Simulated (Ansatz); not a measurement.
# ZrC (zincblende): phonons and dielectric response, part 2 of 2

Task: compute the phonons of ZrC (zincblende) and test its dynamical stability, with its dielectric response. The start comes from a prototype table, not from a measured structure.

Ansatz 0.2.0; DFT PBEsol, scalar-relativistic, plane waves, PAW. The steps go on from the part before.

### 4 Phonons from displacements in a 3×3×3 supercell

Contents of input.yaml:

```yaml
crystal:
  lattice:
    - [0.0, 2.5228029414, 2.5228029414]
    - [2.5228029414, 0.0, 2.5228029414]
    - [2.5228029414, 2.5228029414, 0.0]
  atoms:
    - { symbol: Zr, position: [0.0, 0.0, 0.0] }
    - { symbol: C, position: [0.25, 0.25, 0.25] }
basis:
  ecutwfc: 420
  ecutrho_ratio: 4
kpoints:
  mp_grid: { grid: [9, 9, 9] }
hamiltonian:
  xc: pbesol
scf:
  occupations: { method: gaussian, width: 0.05 }
output: {}
phonons:
  method: fd
  supercell: [3, 3, 3]
  qpath:
    path:
      - [[0.0, 0.0, 0.0], [-0.5, -0.5, 0.0], [-0.375, -0.375, 0.25]]
      - [[-0.375, 0.0, 0.375], [0.0, 0.0, 0.0], [0.0, 0.0, 0.5], [-0.5, -0.25, 0.25], [-0.5, -0.5, 0.0]]
    npoints: 6
  temperatures: { t_min: 0, t_max: 1000, t_step: 100 }
```

Run with:

```bash
> ansatz run input.yaml --threads 4 --pin off --max-ram 8192MiB --backend cpu --events-out ev --progress --plain --runs-dir out
```

Output:

```text
Warning: phonons: the dynamical matrix that this run interpolates holds no multipole term above the dipole-dipole one, and a site of this crystal is no centre of inversion, so its interpolated transverse optical and acoustic branches and sound speeds can stay off near Gamma, and the density of states and the thermodynamics with them. What a run solves at a wave vector of phonons.qpoints, Gamma apart, where the deck admits one, is free of this, and under fd what a larger phonons.supercell samples
Warning: RAYON_NUM_THREADS=4 ignored (pool sized by the plan → 4); use --threads N
Engine: ansatz 0.2.0, aarch64-unknown-linux-gnu
Pseudopotentials: kind: paw
Pseudopotential: Zr, paw, valence charge 12, recommended cutoff 420 eV (normal), Zr.paw.azcp
Pseudopotential: C, paw, valence charge 4, recommended cutoff 420 eV (normal), C.paw.azcp
Functional definition: PBEsol
  exchange = pbesol_x
  correlation = pbesol_c
Crystal: 54 atoms, lattice volume = 867.049 Å³
Basis set: ecut = 420 eV, 16865 PW (Γ), exchange–correlation on 144×144×144 points (8 copies of the dense FFT grid, shifted against one another)
Bands: 258, of which v1, the nominal top of the filled ones, is band 216 counted from 1 (215 counted from 0)
Symmetry: 648 space group operations
k-points: 4 of 27 (time reversal used)
Non-local potential: Zr, projectors of the file, l = 0: 3, l = 1: 2, l = 2: 2, l = 3: 2
Non-local potential: C, projectors of the file, l = 0: 2, l = 1: 2, l = 2: 1
PAW form: soft (Blöchl's): semilocal exchange-correlation on the pseudo side does not see the compensation charge
PAW frozen core: Zr, regenerated for the run's functional, and the local potential with it (the file was generated under x = pbe(κ = 0.804, μ = 0.2195149727645171), c = pbe(β = 0.06672455060314922))
PAW frozen core: C, regenerated for the run's functional, and the local potential with it (the file was generated under x = pbe(κ = 0.804, μ = 0.2195149727645171), c = pbe(β = 0.06672455060314922))
PAW one-centre angular grid: Zr, 590 points (default); XC on 64 Gauss nodes
PAW one-centre angular grid: C, 110 points (default); XC on 64 Gauss nodes
Initial density: handed on by an earlier stage of this run
Initial wavefunctions: those handed on with the density
Functional: x = pbesol(κ = 0.804, μ = 0.12345679012345678), c = pbesol(β = 0.046)
SCF iter   1: F=—  HF=-118145.460085 eV  |F-HF|=—  |Δ(HF+E_count)|=         —  Δρ=3.49e-8  dr2=5.79e-12  ethr=1.00e-12  ⟨swp⟩=3.0  Hψ=2577  notcnv=0
preconditioner: auto → Resta (q_TF=auto, 2.429 Å⁻¹)  ε∞=11.2  [insulator: Δε(μ)=0.474 eV  Ē_g=5.817 eV  σ=0.050 eV  W_gap=1.00  n_scr=180 (ndim 8)  ℏωp=18.5 eV  f_vac=0.000  D(μ)=0.00/eV (n_scr^D=0)  ε∞_Penn≈11.2]
SCF iter   2: F=-118145.460085 eV  HF=-118145.460085 eV  |F-HF|=4.37e-11  |Δ(HF+E_count)|=    0.00e0  Δρ=1.54e-8  dr2=9.42e-13  ethr=1.00e-12  ⟨swp⟩=3.0  Hψ=2283  notcnv=0
SCF 1 converged in 2 iterations: F = -118145.460085 eV  dr2 = 9.42e-13
Crystal: 2 atoms, lattice volume = 32.113 Å³
Basis set: ecut = 420 eV, 609 PW (Γ), exchange–correlation on 48×48×48 points (8 copies of the dense FFT grid, shifted against one another)
Bands: 12, of which v1, the nominal top of the filled ones, is band 8 counted from 1 (7 counted from 0)
Symmetry: 24 space group operations
k-points: 35 of 729 (time reversal used)
Initial density: read from a saved state, or passed on in memory by an earlier SCF of this step, an earlier step, the calling program or the single point that the run made first
Initial wavefunctions: pseudopotential atomic-orbital guess
iter 1 solved again at ethr=8.41e-8 eV; its pass at ethr=3.10e-3 eV (dr2=1.35e-5 eV) is discarded
SCF iter   1: F=—  HF=-4375.757783 eV  |F-HF|=—  |Δ(HF+E_count)|=         —  Δρ=1.37e-6  dr2=7.19e-10  ethr=8.41e-8  ⟨swp⟩=3.1  Hψ=3335  notcnv=0
eigensolver tolerance schedule: the retry pair's looser diagonalisation over-reported the residual by 18702.74 of it (diagonalisation noise at 1.03 of the residual, at the tolerance the schedule requests for it); recorded, not acted on — ethr = c·dr2/N_el stays at c = 1.0e-1
preconditioner: auto → none  [insulator: Δε(μ)=0.474 eV  Ē_g=7.706 eV  σ=0.050 eV  W_gap=1.00  n_scr=8 (ndim 8)  ℏωp=18.5 eV  f_vac=0.000  D(μ)=0.00/eV (n_scr^D=0)  ε∞_Penn≈6.8]
iter 2 did not close the SCF: its close was put off for the readings that it lacked (scf_convergence_deferred on its scf_iter line)
SCF iter   2: F=-4375.757781 eV  HF=-4375.757781 eV  |F-HF|=3.67e-10  |Δ(HF+E_count)|=   1.93e-6  Δρ=9.97e-7  dr2=4.25e-10  ethr=4.49e-12  ⟨swp⟩=3.1  Hψ=942  notcnv=0
iter 3 did not close the SCF: its close was put off for the readings that it lacked (scf_convergence_deferred on its scf_iter line)
SCF iter   3: F=-4375.757781 eV  HF=-4375.757781 eV  |F-HF|=1.02e-10  |Δ(HF+E_count)|=  7.46e-11  Δρ=5.48e-7  dr2=1.21e-10  ethr=2.65e-12  ⟨swp⟩=1.4  Hψ=437  notcnv=0
iter 4 did not close the SCF: its close was put off for the readings that it lacked (scf_convergence_deferred on its scf_iter line)
SCF iter   4: F=-4375.757781 eV  HF=-4375.757781 eV  |F-HF|=3.00e-11  |Δ(HF+E_count)|=  2.64e-11  Δρ=3.01e-7  dr2=3.53e-11  ethr=1.00e-12  ⟨swp⟩=1.3  Hψ=433  notcnv=0
[... 3 lines left out ...]
SCF 2 converged in 6 iterations: F = -4375.757781 eV  dr2 = 9.48e-12
k-points: 125 of 729 (irreducible under 4 space group operations, time reversal used)
[... 2 lines left out ...]
eigensolver tolerance schedule: the retry pair's looser diagonalisation over-reported the residual by 46211.06 of it (diagonalisation noise at 2.06 of the residual, at the tolerance the schedule requests for it); recorded, not acted on — ethr = c·dr2/N_el stays at c = 1.0e-1
preconditioner: auto → none  [insulator: Δε(μ)=0.474 eV  Ē_g=7.706 eV  n_scr=8 (ndim 8)  ℏωp=18.5 eV  f_vac=0.000  ε∞_Penn≈6.8]
[... 3 lines left out ...]
SCF 3 converged in 4 iterations: F = -4375.757781 eV  dr2 = 3.87e-11
NSCF: frozen V_eff on 125 k-points
NSCF: frozen V_eff on 125 k-points
NSCF: frozen V_eff on 14 k-points
DFPT response loops at Γ: preconditioner auto → none (the input reference at scf.mixing.eps_inf says where Resta's filter doesn't serve); β = 0.50; Broyden in place of MSR1
── the response to a field inside a basis, on 12×12×12 k-points: an SCF that follows is theirs, and a resumed run solves both again ──
Bands: 9, of which v1, the nominal top of the filled ones, is band 8 counted from 1 (7 counted from 0)
k-points: 182
Initial wavefunctions: pseudopotential atomic-orbital guess (no wavefunctions were taken with the density)
Eigensolver: Dense (182 Hₖ)
[... 1 line left out ...]
preconditioner: auto → none  [insulator: Δε(μ)=0.454 eV  Ē_g=5.268 eV  n_scr=8 (ndim 8)  ℏωp=18.5 eV  f_vac=0.000  ε∞_Penn≈13.4]
[... 3 lines left out ...]
SCF 1 converged in 4 iterations: F = -4375.759582 eV  dr2 = 6.27e-8
DFPT response loops at Γ: mixed as the last ones told, above
Symmetry: 4 space group operations
k-points: 8 of 27 (time reversal used)
[... 2 lines left out ...]
preconditioner: auto → Resta (q_TF=auto, 2.429 Å⁻¹)  ε∞=11.2  [insulator: Δε(μ)=0.473 eV  Ē_g=5.817 eV  σ=0.050 eV  W_gap=1.00  n_scr=180 (ndim 8)  ℏωp=18.5 eV  f_vac=0.000  D(μ)=0.00/eV (n_scr^D=0)  ε∞_Penn≈11.2]
[... 7 lines left out ...]
SCF iter   9: F=-118145.460032 eV  HF=-118145.460032 eV  |F-HF|=4.37e-11  |Δ(HF+E_count)|=  1.46e-11  Δρ=7.55e-9  dr2=7.20e-13  ethr=1.00e-12  ⟨swp⟩=5.0  Hψ=6819  notcnv=0
SCF 2 converged in 9 iterations: F = -118145.460032 eV  dr2 = 7.20e-13
iter 1 solved again at ethr=1.44e-8 eV; its pass at ethr=3.10e-3 eV (dr2=6.24e-5 eV) is discarded
SCF iter   1: F=—  HF=-118145.460934 eV  |F-HF|=—  |Δ(HF+E_count)|=         —  Δρ=6.22e-5  dr2=7.16e-5  ethr=1.44e-8  ⟨swp⟩=2.0  Hψ=6438  notcnv=0  defer=8
SCF iter   2: F=—  HF=-118145.460870 eV  |F-HF|=—  |Δ(HF+E_count)|=   6.38e-5  Δρ=3.01e-5  dr2=1.31e-5  ethr=1.44e-8  ⟨swp⟩=2.0  Hψ=2547  notcnv=0  defer=8
SCF iter   3: F=—  HF=-118145.460047 eV  |F-HF|=—  |Δ(HF+E_count)|=   8.23e-4  Δρ=6.58e-6  dr2=5.58e-7  ethr=3.04e-9  ⟨swp⟩=2.0  Hψ=2655  notcnv=0  defer=8
SCF iter   4: F=—  HF=-118145.460047 eV  |F-HF|=—  |Δ(HF+E_count)|=   1.29e-7  Δρ=1.94e-6  dr2=3.86e-8  ethr=1.29e-10  ⟨swp⟩=2.0  Hψ=2648  notcnv=0  defer=8
SCF iter   5: F=—  HF=-118145.460047 eV  |F-HF|=—  |Δ(HF+E_count)|=   2.44e-9  Δρ=9.69e-7  dr2=1.42e-8  ethr=8.94e-12  ⟨swp⟩=2.0  Hψ=2663  notcnv=0  defer=8
SCF iter   6: F=—  HF=-118145.460047 eV  |F-HF|=—  |Δ(HF+E_count)|=   2.18e-9  Δρ=2.01e-7  dr2=3.17e-10  ethr=3.29e-12  ⟨swp⟩=2.0  Hψ=2663  notcnv=0  defer=8
SCF iter   7: F=—  HF=-118145.460047 eV  |F-HF|=—  |Δ(HF+E_count)|=  7.28e-11  Δρ=3.20e-8  dr2=1.63e-11  ethr=1.00e-12  ⟨swp⟩=1.0  Hψ=1799  notcnv=0  defer=8
SCF iter   8: F=-118145.460047 eV  HF=-118145.460047 eV  |F-HF|=0.00e0  |Δ(HF+E_count)|=  1.46e-11  Δρ=1.20e-8  dr2=1.73e-12  ethr=1.00e-12  ⟨swp⟩=5.0  Hψ=7758  notcnv=0
SCF 3 converged in 8 iterations: F = -118145.460047 eV  dr2 = 1.73e-12
SCF converged after 2 iterations
Free energy (F): -118145.460085 eV
Harris-Foulkes:  -118145.460085 eV  (|F-HF|=4.37e-11)
Internal energy: -118145.460085 eV  (E = F + TS)
E sigma→0 (E₀):  -118145.460085 eV
Fermi energy:    11.140506 eV
--- Per-component energies (eV) ---
  E_band       = -2808.687456
  E_kinetic    = 11389.936545
  E_local      = -21472.202815  (includes V_loc(G=0)·N_el)
  E_nonlocal   = 2908.339051
  E_hartree    = 6737.945045
  E_xc         = -5631.109763
  E_vxc        = -6754.438438  (∫ρ·V_xc dr)
  E_paw        = -80854.315063  (= ΣΔE_a)
  E_vpaw       = -2356.212653  (= ΣTr[D̂ρ^β])
  E_aug_tail   = 0.000714  (compensation charges beyond the density's cutoff)
  E_ewald      = -31229.097965
  E_core_change = 5.044165  (= ΣΔE_core)
  E_smearing   = -0.000000  (= −TS)
  E_closure    = 0.000000  (closes the sum)
  Σ components = -118145.460085   (vs F -118145.460085, Δ=0.00e0)
--- Forces (eV/Å), atoms counted from 1 ---
  atom   1  Zr    -0.00000000     0.00000000     0.00000000
  atom   2  C      0.00000000    -0.00000000     0.00000000
  atom   3  Zr    -0.00000000     0.00000000     0.00000000
  atom   4  C      0.00000000     0.00000000     0.00000000
  atom   5  Zr    -0.00000000     0.00000000     0.00000000
  atom   6  C      0.00000000    -0.00000000    -0.00000000
  atom   7  Zr    -0.00000000     0.00000000     0.00000000
  atom   8  C      0.00000000    -0.00000000    -0.00000000
  atom   9  Zr    -0.00000000     0.00000000     0.00000000
  atom  10  C      0.00000000    -0.00000000    -0.00000000
  atom  11  Zr    -0.00000000     0.00000000     0.00000000
  atom  12  C      0.00000000    -0.00000000    -0.00000000
  atom  13  Zr    -0.00000000     0.00000000     0.00000000
  atom  14  C      0.00000000    -0.00000000    -0.00000000
  atom  15  Zr    -0.00000000     0.00000000     0.00000000
  atom  16  C      0.00000000    -0.00000000    -0.00000000
  atom  17  Zr    -0.00000000     0.00000000     0.00000000
  atom  18  C      0.00000000    -0.00000000    -0.00000000
  atom  19  Zr    -0.00000000     0.00000000    -0.00000000
  atom  20  C      0.00000000     0.00000000     0.00000000
  atom  21  Zr    -0.00000000     0.00000000    -0.00000000
  atom  22  C      0.00000000     0.00000000     0.00000000
  atom  23  Zr    -0.00000000     0.00000000    -0.00000000
  atom  24  C      0.00000000     0.00000000    -0.00000000
  atom  25  Zr    -0.00000000    -0.00000000    -0.00000000
  atom  26  C      0.00000000    -0.00000000     0.00000000
  atom  27  Zr    -0.00000000    -0.00000000    -0.00000000
  atom  28  C      0.00000000    -0.00000000     0.00000000
  atom  29  Zr    -0.00000000     0.00000000     0.00000000
  atom  30  C      0.00000000    -0.00000000     0.00000000
  atom  31  Zr    -0.00000000     0.00000000    -0.00000000
  atom  32  C      0.00000000     0.00000000    -0.00000000
  atom  33  Zr    -0.00000000     0.00000000    -0.00000000
  atom  34  C      0.00000000     0.00000000     0.00000000
  atom  35  Zr    -0.00000000     0.00000000    -0.00000000
  atom  36  C      0.00000000     0.00000000    -0.00000000
  atom  37  Zr    -0.00000000    -0.00000000    -0.00000000
  atom  38  C      0.00000000     0.00000000    -0.00000000
  atom  39  Zr    -0.00000000    -0.00000000    -0.00000000
  atom  40  C      0.00000000     0.00000000    -0.00000000
  atom  41  Zr    -0.00000000    -0.00000000    -0.00000000
  atom  42  C      0.00000000     0.00000000    -0.00000000
  atom  43  Zr    -0.00000000    -0.00000000    -0.00000000
  atom  44  C      0.00000000    -0.00000000     0.00000000
  atom  45  Zr    -0.00000000    -0.00000000    -0.00000000
  atom  46  C      0.00000000    -0.00000000     0.00000000
  atom  47  Zr    -0.00000000    -0.00000000    -0.00000000
  atom  48  C      0.00000000    -0.00000000    -0.00000000
  atom  49  Zr    -0.00000000     0.00000000    -0.00000000
  atom  50  C      0.00000000    -0.00000000     0.00000000
  atom  51  Zr    -0.00000000    -0.00000000    -0.00000000
  atom  52  C      0.00000000    -0.00000000    -0.00000000
  atom  53  Zr    -0.00000000    -0.00000000    -0.00000000
  atom  54  C      0.00000000     0.00000000    -0.00000000
  max |Σ_I F_I| component: 8.04e-16 eV/Å
--- Band table (eV) ---
  k-point 0: bands = ["-36.8285", "-36.7952", "-36.7952", "-36.7952", "-36.7952", "-36.7952", "-36.7952", "-36.7952", "-36.7952", "-36.7842", "-36.7842", "-36.7842", "-36.7842", "-36.7842", "-36.7842", "-36.7731", "-36.7731", "-36.7731", "-36.7731", "-36.7731", "-36.7731", "-36.7731", "-36.7731", "-36.7731", "-36.7731", "-36.7731", "-36.7731", "-15.1369", "-15.1369", "-15.1369", "-15.1369", "-15.1369", "-15.1369", "-15.1369", "-15.1369", "-15.1369", "-15.1369", "-15.1369", "-15.1369", "-15.1330", "-15.1330", "-15.1330", "-15.1330", "-15.1330", "-15.1330", "-15.1330", "-15.1330", "-15.1245", "-15.1245", "-15.1245", "-15.1245", "-15.1245", "-15.1245", "-15.0527", "-15.0527", "-15.0527", "-15.0527", "-15.0527", "-15.0527", "-15.0527", "-15.0527", "-15.0527", "-15.0527", "-15.0527", "-15.0527", "-14.8976", "-14.8976", "-14.8976", "-14.8976", "-14.8976", "-14.8976", "-14.8976", "-14.8976", "-14.8976", "-14.8976", "-14.8976", "-14.8976", "-14.8836", "-14.8836", "-14.8836", "-14.8836", "-14.8836", "-14.8836", "-14.8836", "-14.8836", "-14.8836", "-14.8836", "-14.8836", "-14.8836", "-14.8189", "-14.8189", "-14.8189", "-14.8189", "-14.8189", "-14.8189", "-14.8189", "-14.8189", "-14.8189", "-14.8189", "-14.8189", "-14.8189", "-14.8189", "-14.8189", "-14.8189", "-14.8189", "-14.7683", "-14.7683", "-14.7683", "1.0444", "2.0828", "2.0828", "2.0828", "2.0828", "2.0828", "2.0828", "2.0828", "2.0828", "2.4457", "2.4457", "2.4457", "2.4457", "2.4457", "2.4457", "2.7348", "2.7348", "2.7348", "2.7348", "2.7348", "2.7348", "2.7348", "2.7348", "2.7348", "2.7348", "2.7348", "2.7348", "7.2737", "7.2737", "7.2737", "7.2737", "7.2737", "7.2737", "8.1844", "8.1844", "8.1844", "8.1844", "8.1844", "8.1844", "8.1844", "8.1844", "8.2244", "8.2244", "8.2244", "8.2244", "8.2244", "8.2244", "8.2244", "8.2244", "8.2244", "8.2244", "8.2244", "8.2244", "8.5822", "8.5822", "8.5822", "9.1098", "9.1098", "9.1098", "9.1098", "9.1098", "9.1098", "9.1098", "9.1098", "9.1098", "9.1098", "9.1098", "9.1098", "9.1098", "9.1098", "9.1098", "9.1098", "9.6728", "9.6728", "9.6728", "9.6728", "9.6728", "9.6728", "9.6728", "9.6728", "9.6728", "9.6728", "9.6728", "9.6728", "10.0917", "10.0917", "10.0917", "10.0917", "10.0917", "10.0917", "10.0917", "10.0917", "10.0917", "10.0917", "10.0917", "10.0917", "10.1162", "10.1162", "10.1162", "10.1162", "10.1162", "10.1162", "10.1162", "10.1162", "10.1162", "10.1162", "10.1162", "10.1162", "11.6327", "11.6327", "11.6327", "11.6327", "11.6327", "11.6327", "12.0688", "12.0688", "12.0688", "12.0688", "12.0688", "12.0688", "12.0688", "12.0688", "12.0688", "12.0688", "12.0688", "12.0688", "14.0125", "14.0125", "14.0125", "14.0125", "14.0125", "14.0125", "14.0125", "14.0125", "14.0125", "14.0125", "14.0125", "14.0125", "14.0284", "14.0284", "14.0284", "14.0284", "14.0284", "14.0284", "14.0284", "14.0284", "14.0284", "14.0284", "14.0284", "14.0284"]
[... 3 lines left out ...]
--- Phonons: 2 displaced members + reference (amplitude 0.0025 Å, Σ member SCF iterations 17) ---
  symmetry images taken by strict's conditions (phonons.symmetry_images: auto; settled by no image being taken that strict refuses)
  ASR residual: 2.800e-4 → 0.000e0 eV/Å²; symmetrization residual: 8.967e-5 eV/Å²
  largest component of a force at the reference: 5.8e-17 eV/Å
  ASR residual per site (eV/Å²): 1.08e-4 2.80e-4
  Γ frequencies (cm⁻¹): 0.00 0.00 0.00 525.32 525.32 525.32
  Unit cell's response to a homogeneous field: 3 representative field directions (Σ response iterations 12)
  ε∞ (high-frequency dielectric tensor):
       34.817983    -0.000000    -0.000000
       -0.000000    34.817983    -0.000000
       -0.000000    -0.000000    34.817983
  ε⁰ (static dielectric tensor): not given — the deck does not say what the cell's rigid motions are, and on a molecule in a box or a wire the rigid rotations would enter the sum over the modes at Γ. For a crystal or a slab, whose only rigid motions are the translations, set phonons.rigid_motions: translations.
  Born effective charges Z* (e; rows j = field, columns β = displacement):
    site 0:
         4.46526    0.00000    0.00000
         0.00000    4.46526    0.00000
         0.00000    0.00000    4.46526
    site 1:
        -4.46526   -0.00000   -0.00000
        -0.00000   -4.46526   -0.00000
        -0.00000   -0.00000   -4.46526
  Z* charge neutrality: 4.019e-3 e pre-enforcement
  solved inside a basis spanned on the 9×9×9 k-mesh, on 12×12×12 k-points transformed towards the longest dipole: ε∞ is read to err by 1.6e-1, Z* by 3.1e-2 e; Z* is corrected for what the basis lacks
  optical modes at Γ without the LO–TO term, one row a degenerate level:
      ω (cm⁻¹)  modes    IR ((D/Å)²/amu)
        525.32      3           130.0217
  optical modes at Γ + LO–TO along q̂ = [1.0000, 0.0000, 0.0000]:
      ω (cm⁻¹)  modes    IR ((D/Å)²/amu)
        525.32      2            86.6811
        598.87      1            43.3406
  optical modes at Γ + LO–TO along q̂ = [0.0000, 1.0000, 0.0000]:
      ω (cm⁻¹)  modes    IR ((D/Å)²/amu)
        525.32      2            86.6811
        598.87      1            43.3406
  optical modes at Γ + LO–TO along q̂ = [0.0000, 0.0000, 1.0000]:
      ω (cm⁻¹)  modes    IR ((D/Å)²/amu)
        525.32      2            86.6811
        598.87      1            43.3406
  density of states and harmonic sums: on the 21×21×21 q-mesh, interpolated from the force constants of a 3×3×3 supercell (with the dipole–dipole term)
  largest difference from the sums on the solved wave vectors: F 2.51e-2 eV, S 3.47e-5 and C_V 9.50e-6 eV/K
  zero-point energy: 0.131588 eV/cell   skipped modes (ω ≤ 0): 3   left out of the sums: 5.40e-5 of the cell's modes: C_V's classical limit lies that fraction below 3 k_B per atom; for a crystal, a wire or a layer, F and S can be off by more, and a phonons.interpolated_qmesh denser along its periods is the remedy for the sampling
```

Wall time 2.9 min (4 threads of Arm Neoverse V1, shared host); peak memory 4.7 GiB.

From the phonon band file, in cm⁻¹ (a minus sign marks an imaginary frequency):

| point | frequencies |
| --- | --- |
| Γ | 0 0 0 525 525 599 |
| X | 176 176 259 409 409 663 |
| U | 156 208 244 452 468 644 |
| K | 156 208 244 452 468 644 |
| L | 110 110 264 525 525 661 |
| W | 184 200 239 437 492 635 |

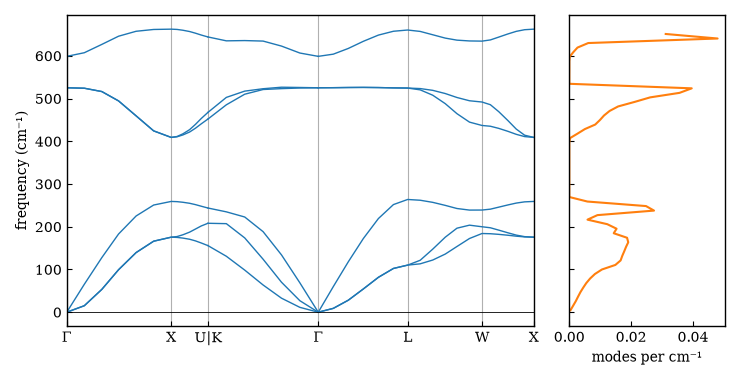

Phonon branches along the path and the density of modes.

Harmonic sums per atom, from interpolated modes (they differ by up to 13 meV in F from the sums on the solved wave vectors alone):

```csv
T (K),F_vib (meV),S (k_B),C_V (k_B)
0,65.8,0.00,0.00
100,63.7,0.68,1.00
200,53.6,1.64,1.81
300,35.8,2.48,2.30
400,11.4,3.17,2.55
500,-18.6,3.76,2.70
600,-53.2,4.26,2.78
700,-91.8,4.69,2.84
800,-133.9,5.07,2.87
900,-179.2,5.41,2.90
1000,-227.2,5.72,2.92
```

### 5 Outcome

This closing draws on all 2 parts.

| quantity | value |
| --- | --- |
| ε∞ (mean of the diagonal) | 36.00 |
| ε0 | 46.32 |
| Born charges (mean of the diagonal) | Zr +4.49; C -4.49 e |
| optical modes at Γ, without LO–TO splitting | 531 cm⁻¹ |
| strongest peak of ε2 | 42.7 at 0.50 eV |
| ε∞, independent particles | 37.50 |
| highest frequency | 663 cm⁻¹ at X |
| imaginary modes | none beyond 15 cm⁻¹ |
| zero-point energy | 65.8 meV/atom |

What this shows: The lattice adds 10.3 to the electrons' 36.0 in the static dielectric constant. The long-range field lifts the highest mode from 531 to 602 cm⁻¹ (LO–TO splitting). On this grid of 0.25 eV, ε2 first passes 0.5 at 0.50 eV and peaks at 0.50 eV. The onset follows the calculated direct gap (0.55 eV on the mesh), and excitons are left out. No branch is imaginary beyond noise, so the structure is dynamically stable along this path. Points that don't fit the supercell are interpolated.

These are semilocal Kohn-Sham gaps, which aren't the measured quantity. Such gaps usually fall short of the measured ones.
